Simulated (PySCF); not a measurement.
# Sn2⁻: the SCF solver's settings

The same problem is solved with other solver options, one edit a run.

Computed with PySCF 2.14.0. Level: method and basis as typed in the scripts.

6 further runs of the same task are left out: 3 for a known fault of the program, 3 that didn't finish.

## 1. The system as given

Sn2⁻: 2 atoms, charge -1, spin multiplicity 2.

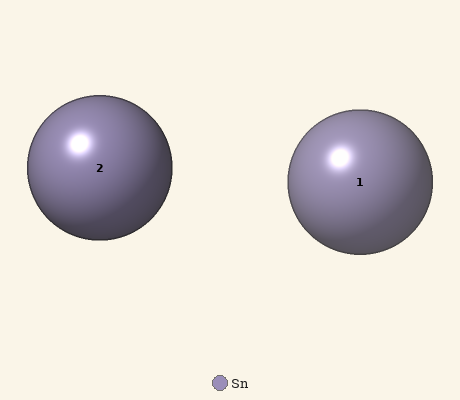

As it starts; tin purple; atoms are numbered from 1 in the order of the file.

## 2. The base run

File input.py:

```python
from pyscf import gto, scf, mp

mol = gto.M(
    atom='Sn 0 0 0; Sn 0 0 2.8',
    basis='lanl2dz',
    ecp={'Sn': 'lanl2dz'},
    charge=-1,
    spin=1,
    verbose=3,
)
mf = scf.UHF(mol)
mf.kernel()
mp.MP2(mf).kernel()
mf.dip_moment()
print('orbital energies (hartree):', [e[max(0, n-3):n+3].round(4) for e, n in zip(mf.mo_energy, mol.nelec)])
```

Launch:

```bash
python input.py
```

Its log is not repeated here.

In short: E(SCF) = -6.502214 Eh, E(MP2) − E(SCF) = -0.07033 Eh, ⟨S²⟩ = 0.751.

The bond length is a typed value, not an optimised one. The dipole of an ion depends on the origin.

## 3. Cycle limit 200

Run 1 changes cycle limit: 50 → 200.

File input.py:

```python
from pyscf import gto, scf, mp

mol = gto.M(
    atom='Sn 0 0 0; Sn 0 0 2.8',
    basis='lanl2dz',
    ecp={'Sn': 'lanl2dz'},
    charge=-1,
    spin=1,
    verbose=3,
)
mf = scf.UHF(mol)
mf.max_cycle = 200
mf.kernel()
mp.MP2(mf).kernel()
mf.dip_moment()
print('orbital energies (hartree):', [e[max(0, n-3):n+3].round(4) for e, n in zip(mf.mo_energy, mol.nelec)])
```

Launch:

```bash
python input.py
```

## 4. Initial guess hcore

Run 2 changes initial guess: minao → hcore.

input.py, as its differences from that of step 2:

```diff
@@ -11,2 +11,3 @@
 mf = scf.UHF(mol)
+mf.init_guess = 'hcore'
 mf.kernel()
```

## 5. Smearing width 0.005 hartree

Run 3 changes smearing width: none → 0.005 hartree; step after the SCF: mp2 → none.

input.py, as its differences from that of step 2:

```diff
@@ -1,2 +1,2 @@
-from pyscf import gto, scf, mp
+from pyscf import gto, scf
 
@@ -11,4 +11,4 @@
 mf = scf.UHF(mol)
+mf = scf.addons.smearing_(mf, sigma=0.005, method='fermi')
 mf.kernel()
-mp.MP2(mf).kernel()
 mf.dip_moment()
```

Q: Predict the outcome of this session. Wanted: for each run, E(SCF); from base; after the SCF.

As calculated:

| run | E(SCF) (hartree) | from base (eV) | after the SCF |
| --- | --- | --- | --- |
| base | -6.502214 | 0 | MP2 correlation -1.914 eV |
| cycle limit 200 | -6.502214 | 0.0000 | MP2 correlation -1.914 eV |
| initial guess hcore | -6.489919 | +0.3345 | MP2 correlation -2.414 eV |
| smearing width 0.005 hartree | -6.423717 | not comparable | n/a |

What this shows: No change of the SCF energy comes from cycle limit 200. With initial guess hcore the SCF ends in another solution, 0.33 eV higher: the path to self-consistency decides the state here.
